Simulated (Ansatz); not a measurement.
## Electronic structure of Cl2Ge···Cl (charge −1, quintet) in real space

Input

```
crystal:
  periodic: [false, false, false]
  atoms:
    - {symbol: Ge, position_ang: [-0.116643, 0.538416, -0.820836]}
    - {symbol: Cl, position_ang: [0.398073, -1.634942, 2.357422]}
    - {symbol: Cl, position_ang: [0.597817, 0.584584, -3.039449]}
    - {symbol: Cl, position_ang: [-0.879247, 0.511941, 1.502864]}
basis:
  gaussian: {orbitals: def2-TZVPD, initial_orbitals: start.molden}
total_charge: -1
magnetization: {spin_polarized: true, initial_magnetization: 4}
hamiltonian: {xc: pbe0, dispersion: d4}
scf: {omitted_lower_state_checks: [starts]}
output: {orbitals: {seedname: orbitals}}
```

Command:

```sh
ansatz run in.yaml --threads 4 --pin off --events-out ev --progress --plain --max-ram 3916MiB
```

Geometry: PBE0-D4/def2-SVPD.

The calculation used UKS PBE0-D4/def2-TZVPD in Ansatz 0.2.0.

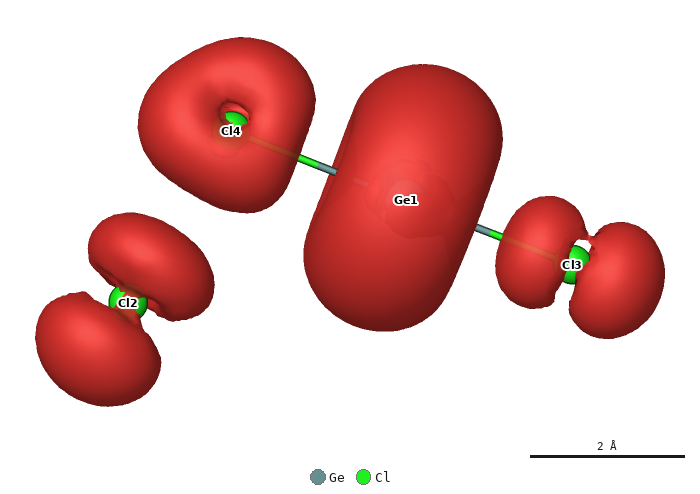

Figure 1. Isosurfaces of the spin density at +0.04 (red) and −0.04 e/Å³ (blue), seen across its widest extent.

Q: Which atoms carry the spin?

A: The unpaired spin (4 electrons) lies mostly on Ge1 (about 2.2), Cl4 (about 0.7), Cl2 (about 0.7) and Cl3 (about 0.4), in electrons by Hirshfeld's partition.

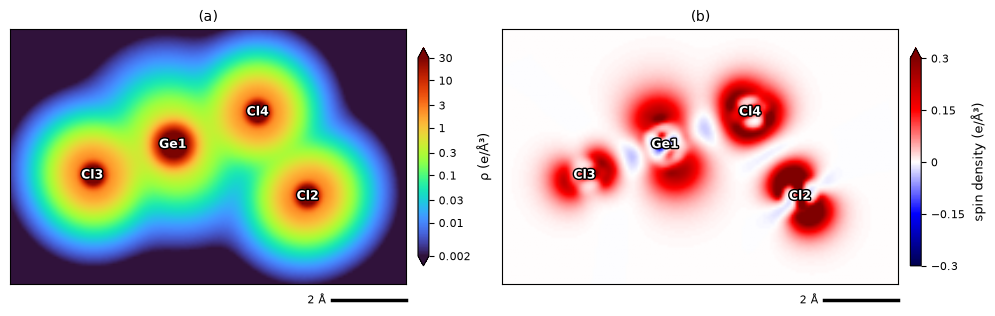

Figure 2. (a) electron density; (b) spin density on the molecular plane.

Q: Read the bonding off the picture.

A:
- The plane passes through Ge and Cl nuclei.
- Cl2···Cl4 (2.64 Å): the density falls to about 0.28 e/Å³ on the way.
- Ge–Cl (2.33 Å): the density is about 0.53 e/Å³ at the midpoint.
- Ge–Cl (2.45 Å): ρ is about 0.43 e/Å³ halfway.

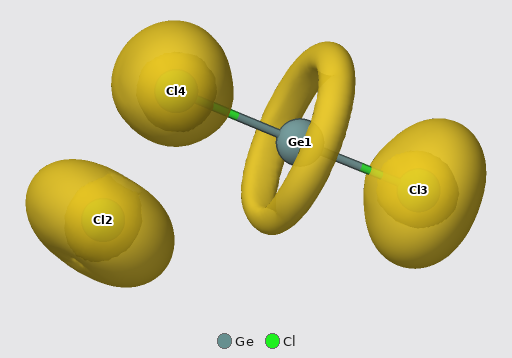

Figure 3. Isosurface of the electron localisation function at 0.75 (yellow), seen at a tilt. Core shells and regions of very low density are left out.

Q: Describe the localisation domains.

A: At this value the surface marks out three regions wrapped around Cl (the valence shell of each) and one region wrapped around Ge (its valence shell). Profiles from the grid: Cl2···Cl4 (2.64 Å): the ELF dips to about 0.25 between them. Ge–Cl (2.33 Å): the ELF peaks at about 0.80 in the valence shell of Cl, 0.9 Å from its nucleus, and is about 0.60 at the midpoint.
